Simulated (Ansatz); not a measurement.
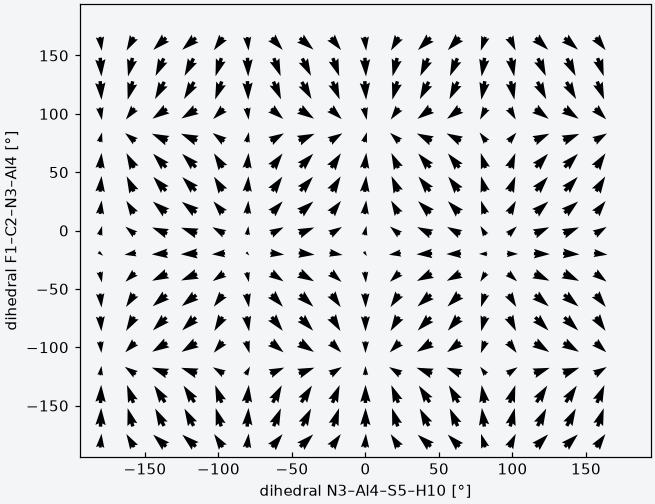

CH₅AlFNS, SMILES FC[NH][AlH][SH]. 
- Coordinates scanned: (1) dihedral N3–Al4–S5–H10; (2) dihedral F1–C2–N3–Al4.
- Nothing is relaxed (all other coordinates rigid).
- The scan uses an 18 × 18 grid.
- Points are written as (first, second).
- Computed with Ansatz 0.2.0, RKS PBE0-D4/def2-SVP.

The picture shows arrows along the force (downhill), their lengths compressed.

### The arrows alone are given. Where are the wells?

The arrows converge at about (−175°, 90°); about (5°, 90°) (0.029 eV up); about (−180°, −115°) (0.051 eV up); about (0°, −115°) (0.078 eV up) (read from the interpolated surface).

The energy map of the same scan:

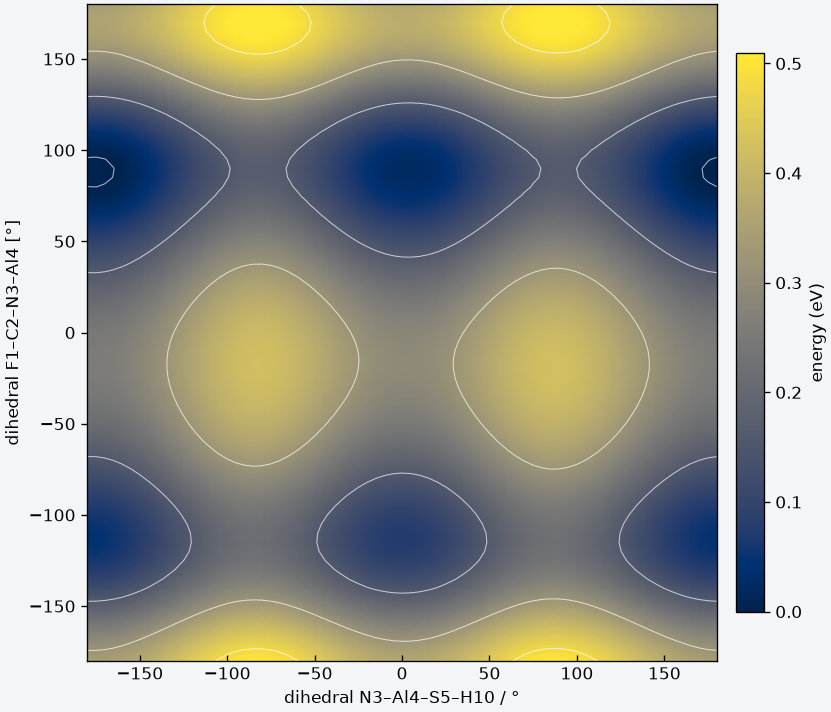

Energies are in eV, from the lowest grid point; between grid points the surface is interpolated.
